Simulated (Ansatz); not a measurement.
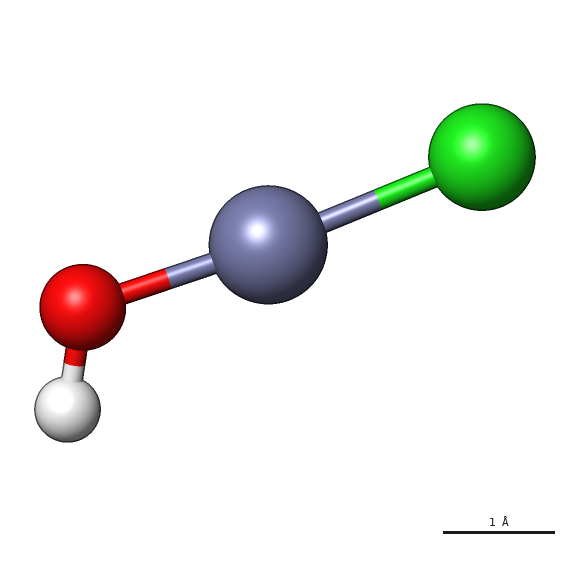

Rendered structure (ball-and-stick style). Colours: zinc blue, oxygen red, chlorine green, hydrogen white.

The computed structure is the end point of a PBE0-D4/def2-TZVP optimisation.

Identify the structure.

It has 4 atoms: 1 chlorine, 1 hydrogen, 1 oxygen and 1 zinc (ClHOZn). All atoms lie on one plane. Coordination: 1 Zn linear; 1 O bent.

More results for the same structure follow; atom numbers are the same in all pictures, views and colours differ.

Shape

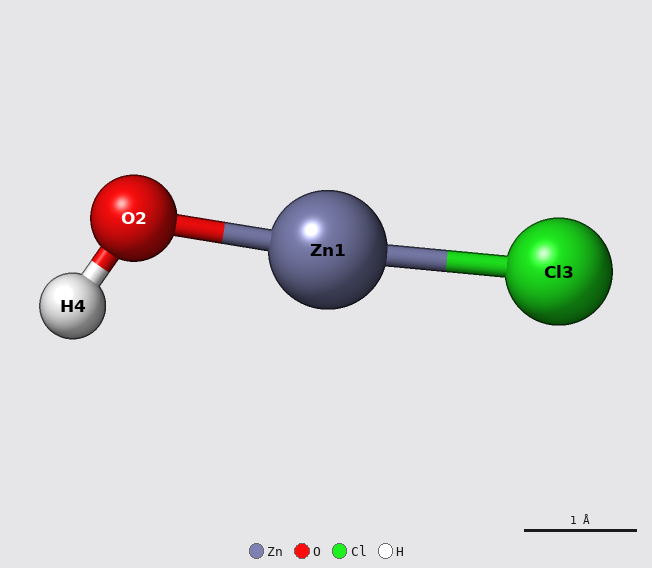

The atoms are numbered.

Estimate the angles O2–Zn1–Cl3, Zn1–O2–H4.

```
     angle  degrees
O2–Zn1–Cl3    176.1
 Zn1–O2–H4    115.4
```

Vibrations

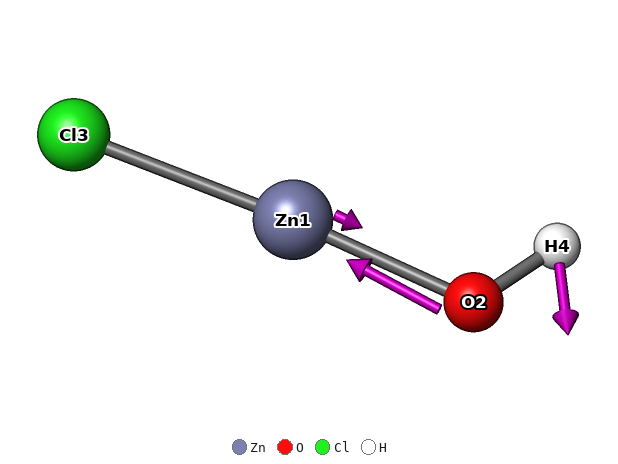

The arrows show one normal mode. Harmonic vibrations computed with RKS PBE0-D4/def2-TZVP (Ansatz 0.2.0) at a stationary point of the same level.

Estimate its harmonic wavenumber.

Answer. 700 cm⁻¹; it is mode 4 of 6 counted from the lowest.

Dipole moment

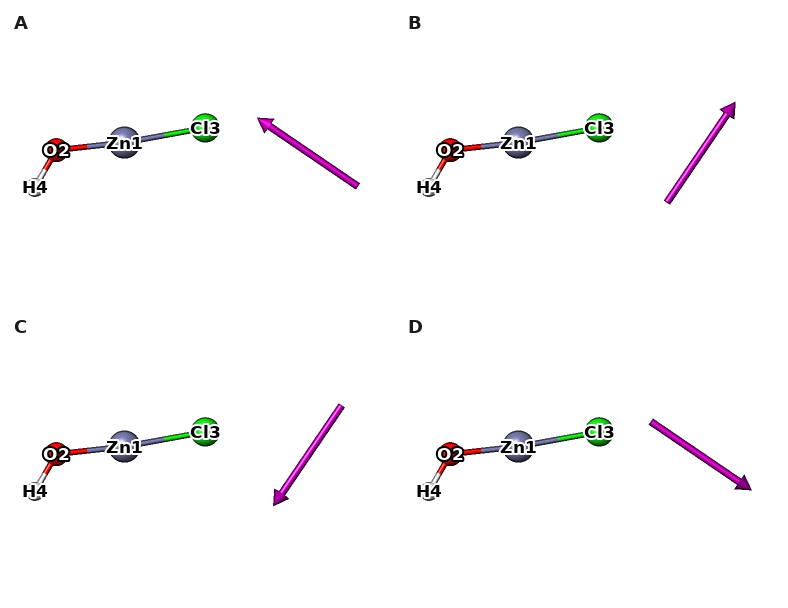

The same molecule four times, each with an arrow. Level of theory: RKS PBE0-D4/def2-TZVP (Ansatz 0.2.0).

Which arrow points along the dipole moment, from the negative to the positive end?

Answer. C. The dipole moment is 1.68 D; it points from the side of Cl3 to the side of H4 (the outermost atoms at the two ends).

Thermal motion

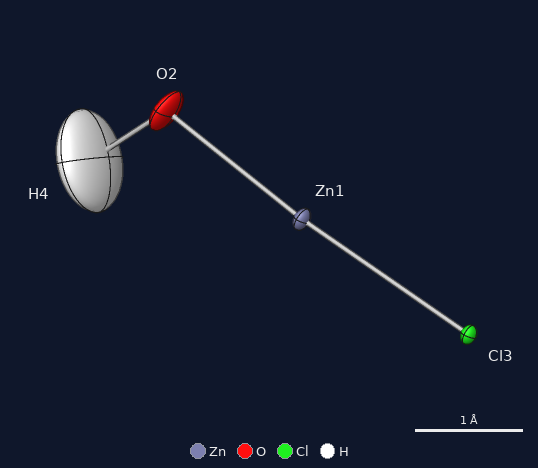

Displacement ellipsoids at the 50 % level, enlarged 1.5 times, from the internal vibrations of the free molecule (harmonic, no overall translation or rotation; no half-axis is drawn under 0.075 Å). Vibrations computed with RKS PBE0-D4/def2-TZVP (Ansatz 0.2.0). Temperature: 298 K.

Which atom has the largest mean-square displacement?

Answer. H4, with U_eq = 0.0346 Å².

Does H4 move more along its bond or across it?

Answer. Across it: the root-mean-square amplitude is 0.111 Å along the bond and up to 0.225 Å across, since bending and torsion are softer than stretching.

Give the displacement parameters, one line for each set of equivalent atoms.

| atom | U_eq (Å²) | rms amplitudes (Å) |
| --- | --- | --- |
| Zn1 | 0.0016 | 0.016, 0.046, 0.049 |
| O2 | 0.0062 | 0.040, 0.086, 0.097 |
| Cl3 | 0.0015 | 0.032, 0.040, 0.042 |
| H4 | 0.0346 | 0.090, 0.212, 0.225 |
